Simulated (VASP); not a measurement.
Band structure of MnV$_{3}$ (space group Fm-3m). Method: PBEsol GGA, VASP's PBE PAW potentials (set 64) (plane waves; VASP 6.6.1).

The moments were started parallel, and other spin orders were not tried in this run.

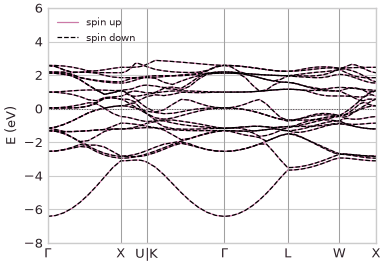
Figure: Bands along high-symmetry lines, zero at the valence-band maximum or, without a gap, the Fermi level

Read the plot: is there a gap, and where are the band edges?

It has no gap at this level: it comes out as a metal or semimetal.

The structure was generated: MnV3 was put into an ordered model structure, which need not be its known phase. The cell was not relaxed at this level. The k-mesh is coarse (spacing up to 0.35 per Å, 2π included), so the numbers may not be converged in it.
